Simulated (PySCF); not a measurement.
## Excited-state calculation of C$_{3}$H$_{8}$O$_{2}$Si

System: C$_{3}$H$_{8}$O$_{2}$Si.
Method: TDDFT CAM-B3LYP/def2-SVPD, vertical, gas phase, core orbitals frozen in the response (PySCF 2.14.0).

The geometry comes from this level: PBE0-D3(BJ)/def2-SVP.

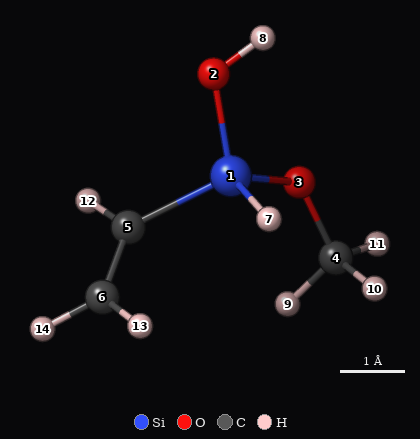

**Figure 1.** The input geometry (ball-and-stick view, seen at a tilt; atoms are numbered from 1 in the order of the input). Bond lengths as drawn: C–C 1.34 Å, C–H 1.10 to 1.11 Å, C–O 1.40 Å, C–Si 1.85 Å, H–O 0.96 Å, H–Si 1.50 Å and O–Si 1.65 to 1.67 Å.

## Summary

| quantity | value |
| --- | --- |
| outcome | converged |
| total energy | −558.745871 hartree |
| HOMO | −9.43 eV |
| LUMO | 0.53 eV |
| dipole moment | 1.56 D |
| mean polarisability | 69.47 a.u. |
| vertical ionisation energy | 10.20 eV |
| lowest singlet excitation | 6.43 eV |
| hardware | 1 CPU thread, shared host |
| wall time | 3.4 min |
| peak memory | 1 GiB |

## Input
```
{"job": {"kind": "uv", "xc": "CAM-B3LYP", "basis": "def2-SVPD", "nstates": 6, "ntriplets": 2, "ip": true}, "charge": 0, "multiplicity": 1}
Si     0.925781    -0.065593     0.033657
O      2.392340    -0.579501    -0.529904
O      0.149513    -1.423157     0.605234
C     -1.081660    -1.403874     1.269789
C      0.012609     0.735765    -1.367206
C     -0.550710     1.943476    -1.244205
H      1.040258     0.918850     1.156671
H      2.855102    -1.218713     0.019889
H     -1.883882    -0.966055     0.647542
H     -1.035121    -0.830223     2.214536
H     -1.369862    -2.437442     1.515716
H     -0.093902     0.196947    -2.317743
H     -0.468573     2.523637    -0.316915
H     -1.113020     2.416750    -2.057118
```

The first line tells a small driver script what to run in PySCF; the rest is the geometry in Å.

Command:
```bash
OMP_NUM_THREADS=1 python <driver script> task.json out
```

## The program's output
```
coarse grid: 12016 points
cycle   1  E = -558.4982508877  dE =  5.946e-01  |g| = 8.833e-01  |ddm| = 5.068e+00
cycle   2  E = -558.3961252898  dE =  1.021e-01  |g| = 1.175e+00  |ddm| = 2.045e+00
cycle   3  E = -558.6487525164  dE = -2.526e-01  |g| = 6.141e-02  |ddm| = 1.062e+00
cycle   4  E = -558.6494867736  dE = -7.343e-04  |g| = 2.800e-02  |ddm| = 1.238e-01
cycle   5  E = -558.6496823045  dE = -1.955e-04  |g| = 7.431e-03  |ddm| = 4.810e-02
cycle   6  E = -558.6496917227  dE = -9.418e-06  |g| = 3.159e-03  |ddm| = 1.043e-02
final grid: 110944 points
cycle   7  E = -558.7458648040  dE = -2.173e-05  |g| = 5.617e-03  |ddm| = 5.052e-02
cycle   8  E = -558.7458605542  dE =  4.250e-06  |g| = 7.541e-03  |ddm| = 1.167e-02
cycle   9  E = -558.7458706159  dE = -1.006e-05  |g| = 3.791e-04  |ddm| = 6.078e-03
cycle  10  E = -558.7458706489  dE = -3.295e-08  |g| = 1.235e-04  |ddm| = 6.147e-04
cycle  11  E = -558.7458706530  dE = -4.081e-09  |g| = 2.844e-05  |ddm| = 2.311e-04
cycle  12  E = -558.7458706531  dE = -1.867e-10  |g| = 1.114e-05  |ddm| = 6.047e-05
```

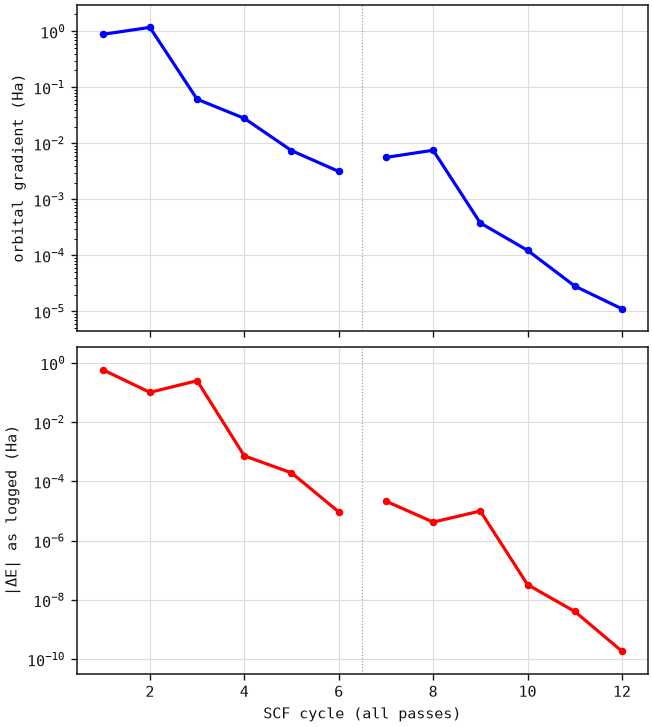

**Figure 2.** Convergence of the self-consistent field: orbital gradient and size of the energy change against the SCF cycle. The dotted line marks the change from a coarse to the final integration grid. The first 6 cycles use a coarse grid, the final grid takes over at cycle 7, and the field converges after 12 cycles in all.

```
converged SCF energy = -558.7458706531

Static polarisability (au): isotropic 69.475, principal 61.724 66.604 80.097

Singlet excitations
state   eV       nm        f      main configurations
  1   6.4330    192.7   0.00332   H->L 0.55, H-1->L 0.18, H-3->L 0.10
  2   7.2855    170.2   0.35495   H-1->L 0.62, H->L 0.30
  3   7.5674    163.8   0.00284   H-2->L 0.31, H-3->L 0.13, H-1->L 0.12
  4   7.5954    163.2   0.00337   H->L+1 0.62, H-1->L+1 0.15
  5   7.8754    157.4   0.05109   H->L+2 0.33, H-1->L+2 0.29, H-1->L+3 0.21
  6   7.9493    156.0   0.02271   H-3->L 0.43, H-2->L 0.27

Triplet excitations (Tamm-Dancoff, eV): 4.2522 5.9345
Vertical ionisation energy (delta-SCF) = 10.1970 eV
```

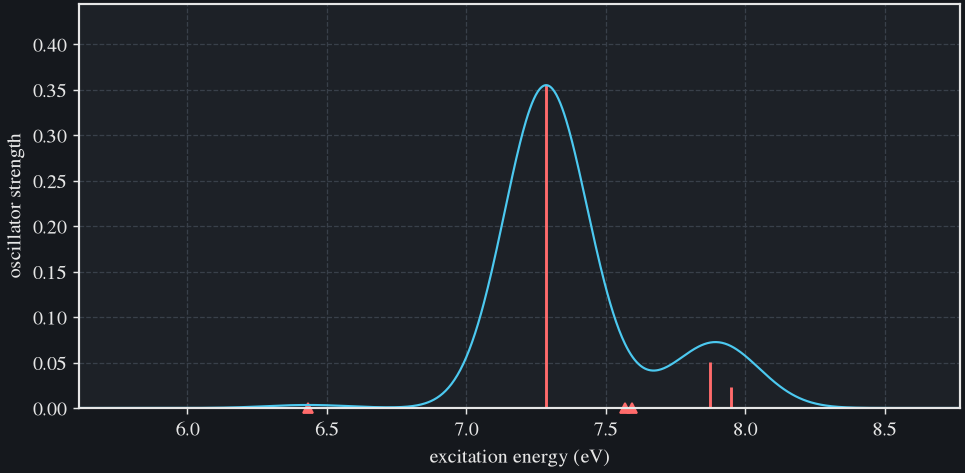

**Figure 3.** Computed excitations as sticks (degenerate states added up, dark ones marked on the axis), with a Gaussian envelope of 0.35 eV full width at half maximum, scaled to the tallest. Of the 6 states the lowest lies at 6.43 eV (f = 0.003); the strongest line is at 7.29 eV, or 170 nm (f = 0.355).

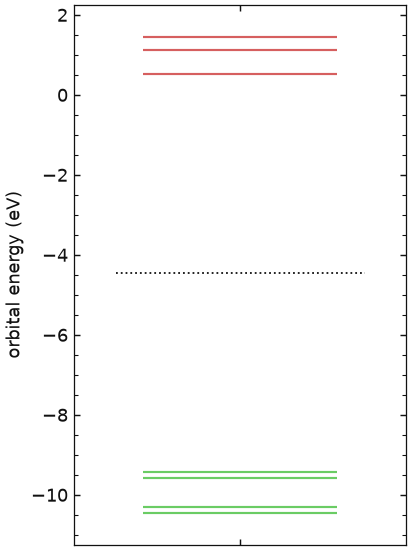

**Figure 4.** Orbital energies near the frontier; the dotted line parts filled from empty levels, and levels within 0.02 eV of each other stand side by side. Highest filled −9.43 eV, lowest empty 0.53 eV, 9.96 eV apart.
